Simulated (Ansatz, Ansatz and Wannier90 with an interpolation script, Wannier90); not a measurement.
**From a coarse GW mesh to bands everywhere: BiOBr (P4/nmm)**

Wanted: quasiparticle gap and band widths of BiOBr (P4/nmm) over the whole zone.

Method: LDA, Wannier functions and G0W0, plane waves, PAW, in Ansatz 0.2.0.

The database entry behind the starting cell differs from later determinations by our own check (0.1 to 0.3 % short, probably kX units), so it need not match the best structure at ambient conditions.

## (1) Starting point

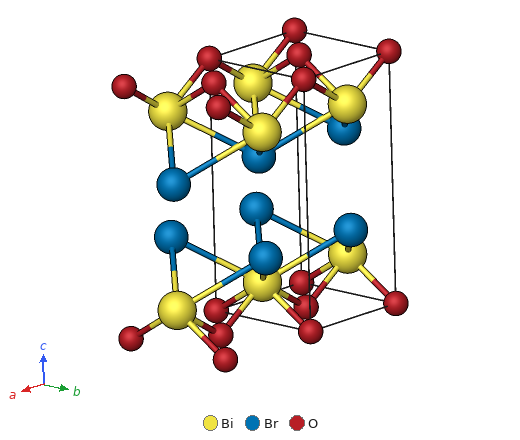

The starting structure, seen from a free direction (bismuth yellow, bromine blue, oxygen red). 2×1×1 cells are drawn. Some periodic images of atoms are drawn too.

The cell and positions come from the Crystallography Open Database and are kept as given unless a step says otherwise. Spin-orbit coupling is left out unless a step names it. The default PAW set here is soft_2. Its files were made with PBE.

## (2) LDA bands

The cheap functional maps the bands first; the places of the edges decide which points the dearer methods must see.

This step: DFT, LDA, plane waves, PAW.

input.yaml

```yaml
crystal:
  lattice:
    - [3.916, 0.0, 0.0]
    - [0.0, 3.916, 0.0]
    - [0.0, 0.0, 8.077]
  atoms:
    - { symbol: Bi, position: [0.0, 0.5, 0.154] }
    - { symbol: Bi, position: [0.5, 0.0, 0.846] }
    - { symbol: Br, position: [0.0, 0.5, 0.653] }
    - { symbol: Br, position: [0.5, 0.0, 0.347] }
    - { symbol: O, position: [0.0, 0.0, 0.0] }
    - { symbol: O, position: [0.5, 0.5, 0.0] }
kpoints:
  mp_grid: { grid: [4, 4, 2] }
  band_path:
    path:
      - [[0.0, 0.0, 0.0], [0.0, 0.5, 0.0], [0.5, 0.5, 0.0], [0.0, 0.0, 0.0], [0.0, 0.0, 0.5], [0.0, 0.5, 0.5], [0.5, 0.5, 0.5], [0.0, 0.0, 0.5]]
      - [[0.0, 0.5, 0.0], [0.0, 0.5, 0.5]]
      - [[0.5, 0.5, 0.0], [0.5, 0.5, 0.5]]
    npoints: 10
hamiltonian:
  xc: lda
scf:
  occupations: { method: fermi_dirac, width: 0.02 }
  n_extra_bands: 65
output:
  eigenvalues: true
  fatbands: true
  write_density: true
  write_potential: true
  elf: true
  volumetric_format: npy
```

Launch:

```bash
$ ansatz run input.yaml --threads 8 --pin off --max-ram 18432MiB --backend cpu --events-out ev --progress --plain --runs-dir out
```

Numbers of over 12 decimals in the logs are rounded to 6 here.

The log of the run:

```text
scf.n_extra_bands = 65 over 28 filled bands (N_el = 56.0): the run solves 93 bands
Engine: ansatz 0.2.0, aarch64-unknown-linux-gnu
Pseudopotentials: kind: paw
Pseudopotential: Bi, paw, valence charge 15, recommended cutoff 420 eV (normal), Bi.paw.azcp
Pseudopotential: Br, paw, valence charge 7, recommended cutoff 420 eV (normal), Br.paw.azcp
Pseudopotential: O, paw, valence charge 6, recommended cutoff 420 eV (normal), O.paw.azcp
Functional definition: SPW92
  exchange = slater_x
  correlation = pw_c
Crystal: 6 atoms, lattice volume = 123.861 Å³
Basis set: ecut = 420 eV, 2419 PW (Γ)
Bands: 93, of which v1, the nominal top of the filled ones, is band 28 counted from 1 (27 counted from 0)
Symmetry: 16 space group operations
Space group: P4/nmm (ITA 129), of the structure as read, at distance tolerance 5.0e-5 Å
k-points: 12 of 32
Non-local potential: Bi, projectors of the file, l = 0: 2, l = 1: 2, l = 2: 2, l = 3: 2
Non-local potential: Br, projectors of the file, l = 0: 2, l = 1: 2, l = 2: 2
Non-local potential: O, projectors of the file, l = 0: 2, l = 1: 2, l = 2: 1
PAW form: soft (Blöchl's): semilocal exchange-correlation on the pseudo side does not see the compensation charge
PAW frozen core: Bi, regenerated for the run's functional, and the local potential with it (the file was generated under x = pbe(κ = 0.804, μ = 0.219515), c = pbe(β = 0.066725))
PAW frozen core: Br, regenerated for the run's functional, and the local potential with it (the file was generated under x = pbe(κ = 0.804, μ = 0.219515), c = pbe(β = 0.066725))
PAW frozen core: O, regenerated for the run's functional, and the local potential with it (the file was generated under x = pbe(κ = 0.804, μ = 0.219515), c = pbe(β = 0.066725))
PAW one-centre angular grid: Bi, 590 points (default); XC on 64 Gauss nodes
PAW one-centre angular grid: Br, 110 points (default); XC on 64 Gauss nodes
PAW one-centre angular grid: O, 110 points (default); XC on 64 Gauss nodes
Initial density: superposition of atomic densities (neutral atoms: chi_scale 0, normalization atom), corrected by the library's trained network
Initial wavefunctions: pseudopotential atomic-orbital guess
Functional: x = slater, c = lda
SCF iter   1: F=—  HF=-30671.924526 eV  |F-HF|=—  |Δ(HF+E_count)|=         —  Δρ=1.11e-2  dr2=1.42e-1  ethr=1.77e-3  ⟨swp⟩=6.1  Hψ=5716  notcnv=0  defer=482
preconditioner: auto → Resta (q_TF=auto, 2.390 Å⁻¹)  ε∞=1.6  [insulator: Δε(μ)=2.061 eV  Ē_g=31.593 eV  σ=0.020 eV  W_gap=1.00  n_scr=30 (ndim 8)  ℏωp=25.0 eV  f_vac=0.002  D(μ)=0.00/eV (n_scr^D=0)  ε∞_Penn≈1.6]
SCF iter   2: F=—  HF=-30671.895439 eV  |F-HF|=—  |Δ(HF+E_count)|=   2.91e-2  Δρ=4.78e-3  dr2=3.29e-2  ethr=2.54e-4  ⟨swp⟩=2.0  Hψ=1383  notcnv=0  defer=665
SCF iter   3: F=—  HF=-30671.888757 eV  |F-HF|=—  |Δ(HF+E_count)|=   6.68e-3  Δρ=1.02e-3  dr2=1.71e-3  ethr=5.88e-5  ⟨swp⟩=2.2  Hψ=615  notcnv=0  defer=710
SCF iter   4: F=—  HF=-30671.888272 eV  |F-HF|=—  |Δ(HF+E_count)|=   4.85e-4  Δρ=2.37e-4  dr2=1.06e-4  ethr=3.06e-6  ⟨swp⟩=2.8  Hψ=801  notcnv=0  defer=711
SCF iter   5: F=—  HF=-30671.888246 eV  |F-HF|=—  |Δ(HF+E_count)|=   2.59e-5  Δρ=4.40e-5  dr2=1.47e-6  ethr=1.90e-7  ⟨swp⟩=2.4  Hψ=612  notcnv=0  defer=711
SCF iter   6: F=—  HF=-30671.888216 eV  |F-HF|=—  |Δ(HF+E_count)|=   3.02e-5  Δρ=1.35e-5  dr2=4.74e-7  ethr=1.79e-10  ⟨swp⟩=13.4  Hψ=8866  notcnv=0
SCF iter   7: F=-30671.888215 eV  HF=-30671.888215 eV  |F-HF|=2.64e-8  |Δ(HF+E_count)|=   1.57e-7  Δρ=3.02e-6  dr2=3.05e-8  ethr=1.79e-10  ⟨swp⟩=1.9  Hψ=1880  notcnv=0
SCF 1 converged in 7 iterations: F = -30671.888215 eV  dr2 = 3.05e-8
[...]
NSCF: frozen V_eff on 93 k-points
SCF converged after 7 iterations
Free energy (F): -30671.888215 eV
Harris-Foulkes:  -30671.888215 eV  (|F-HF|=2.64e-8)
Internal energy: -30671.888215 eV  (E = F + TS)
E sigma→0 (E₀):  -30671.888215 eV
Fermi energy:    8.270149 eV
--- Per-component energies (eV) ---
  E_band       = -239.495353
  E_kinetic    = 1219.290979
  E_local      = -5452.939944  (includes V_loc(G=0)·N_el)
  E_nonlocal   = 1379.507566
  E_hartree    = 1989.920670
  E_xc         = -970.778229
  E_vxc        = -688.185012  (∫ρ·V_xc dr)
  E_paw        = -25321.060309  (= ΣΔE_a)
  E_vpaw       = -677.019377  (= ΣTr[D̂ρ^β])
  E_aug_tail   = 0.003956  (compensation charges beyond the density's cutoff)
  E_ewald      = -3516.430001
  E_core_change = 0.597096  (= ΣΔE_core)
  E_smearing   = -0.000000  (= −TS)
  E_closure    = -0.000000  (closes the sum)
  Σ components = -30671.888215   (vs F -30671.888215, Δ=0.00e0)
--- Band table (eV; the first three rows and the last of 12) ---
  k-point 0: bands = [... 24 lower, 6.2362, 6.5048, 6.5048, 6.5707, 9.5218, 10.4336, 12.1098, 12.1098, ... 61 higher]
  k-point 1: bands = [... 24 lower, 6.2999, 6.8204, 6.8204, 7.1240, 9.3333, 9.6153, 11.9342, 11.9342, ... 61 higher]
  k-point 2: bands = [... 24 lower, 6.6604, 6.7123, 6.9511, 7.1346, 11.0739, 11.3341, 11.3981, 11.8780, ... 61 higher]
  k-point 11: bands = [... 24 lower, 6.1493, 6.1493, 6.2252, 6.2252, 11.2205, 11.2205, 12.4909, 12.4909, ... 61 higher]
```

It took 7.9 s on 8 threads of Arm Neoverse V2, shared host; peak memory 0.97 GiB; 61 s of CPU time.

This step gave:

```yaml
filled_bands: 28
gap: 2.035 eV
valence_top_at: k = (0.000, 0.400, 0.500)
conduction_bottom_at: k = (0.000, 0.000, 0.400)
least_direct_gap: 2.209 eV
```

The gap is indirect, with the least direct gap 0.17 eV higher.

The electronic bands at the labelled points (eV, zero at the top of the highest nominally filled band):

```tsv
point	band 25	band 26	band 27	band 28	band 29	band 30	band 31	band 32
Γ	-1.06	-0.79	-0.79	-0.72	2.23	3.14	4.82	4.82
X	-0.55	-0.55	-0.16	-0.16	4.22	4.22	4.75	4.75
M	-1.07	-1.07	-0.80	-0.80	3.23	3.23	4.97	4.97
Γ	-1.06	-0.79	-0.79	-0.72	2.23	3.14	4.82	4.82
Z	-0.99	-0.47	-0.47	-0.17	2.04	2.32	4.64	4.64
R	-0.56	-0.56	-0.12	-0.12	4.04	4.04	4.80	4.80
A	-1.15	-1.15	-1.07	-1.07	3.93	3.93	5.20	5.20
Z	-0.99	-0.47	-0.47	-0.17	2.04	2.32	4.64	4.64
jump to X	-0.55	-0.55	-0.16	-0.16	4.22	4.22	4.75	4.75
R	-0.56	-0.56	-0.12	-0.12	4.04	4.04	4.80	4.80
jump to M	-1.07	-1.07	-0.80	-0.80	3.23	3.23	4.97	4.97
A	-1.15	-1.15	-1.07	-1.07	3.93	3.93	5.20	5.20
```

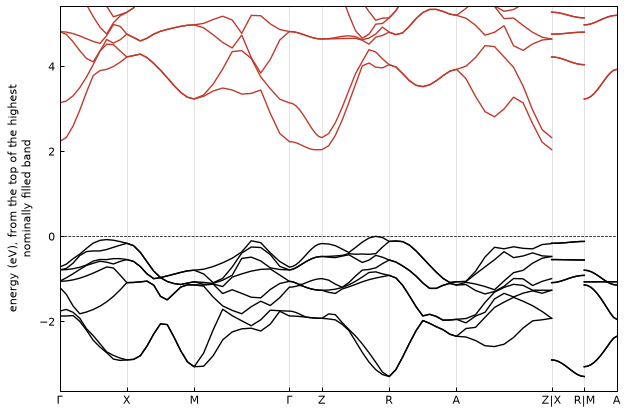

Electronic bands along the path; lines of filled and empty bands in two colours.

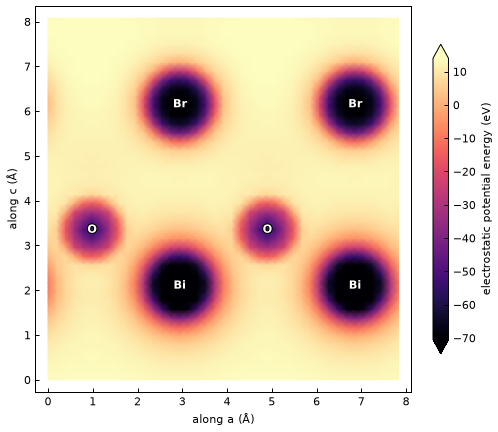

Electrostatic potential energy in the ac plane at fractional y = 0.000, with atoms of Bi and Br and O within 0.2 Å of it. With pseudopotentials it is smooth inside the atoms' cores, unlike the true potential. The map starts off the cell's origin, so that atoms lie inside it.

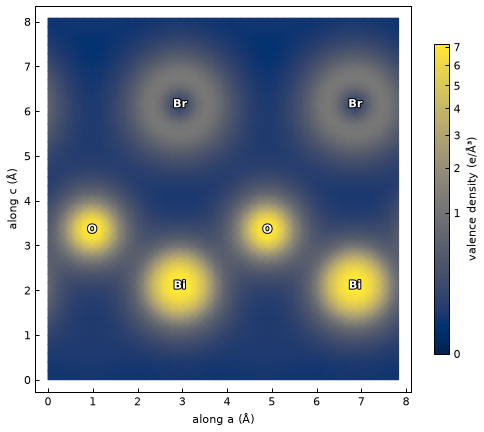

Valence density in the ac plane at fractional y = 0.000, with atoms of Bi and Br and O within 0.2 Å of it. It is the smooth field of the valence electrons, not physical close to the nuclei. The map starts off the cell's origin, so that atoms lie inside it. The colour scale is stretched toward low values.

## (3) Overlaps and projections on 8×8×4

This step: overlaps and projections of LDA states for Wannier90, plane waves, PAW.

input.yaml, the sections that differ from step 2:

```yaml
kpoints:
  mp_grid: { grid: [4, 4, 2] }
scf:
  occupations: { method: fixed }
  n_extra_bands: 65
output:
  wannier:
    kmesh: [8, 8, 4]
    projections:
      - { species: Bi, l: p, shell: 6 }
      - { species: Br, l: p, shell: 4 }
      - { species: O, l: p, shell: 2 }
    minimise: false
    seedname: w
    disentanglement: { window: [1.91, 15.33], frozen_window: [1.91, 12.33] }
# crystal, hamiltonian: as in step 2
```

The log of the run:

```text
[...]
Crystal: 6 atoms, lattice volume = 123.861 Å³
Basis set: ecut = 420 eV, 2419 PW (Γ)
Bands: 93, of which v1, the nominal top of the filled ones, is band 28 counted from 1 (27 counted from 0)
Symmetry: 16 space group operations
[...]
k-points: 12 of 32
[...]
--- Band table (eV; the first three rows and the last of 12) ---
  k-point 0: bands = [... 24 lower, 6.2363, 6.5048, 6.5048, 6.5707, 9.5219, 10.4336, 12.1099, 12.1099, ... 61 higher]
  k-point 1: bands = [... 24 lower, 6.2999, 6.8204, 6.8204, 7.1241, 9.3334, 9.6154, 11.9342, 11.9342, ... 61 higher]
  k-point 2: bands = [... 24 lower, 6.6604, 6.7123, 6.9511, 7.1346, 11.0739, 11.3342, 11.3982, 11.8780, ... 61 higher]
  k-point 11: bands = [... 24 lower, 6.1493, 6.1493, 6.2251, 6.2251, 11.2205, 11.2205, 12.4909, 12.4909, ... 61 higher]
[key lines of the parts left out:]
SCF converged after 7 iterations
Free energy (F): -30671.888215 eV
Fermi energy:    7.174528 eV
```

The job ended after 12 s (8 threads; peak memory 1.3 GiB).

(Continued in part 2 of 3.)

[Paths, hosts, dates, memory and timing lines, banners, echoed tables and standing remarks are left out of the program output.]

[Logs are printed without paths, hosts, clocks, repeated set-up lines and the standing remarks that a program may print on its own settings, such as how far it seeks lower states.]

[Runs of the session that timed out or met a known fault of the program may be left out.]

[Hosts, paths, dates, database ids (printed as entryN), source tags and the programs' standing remarks are cut or masked in the printed files.]
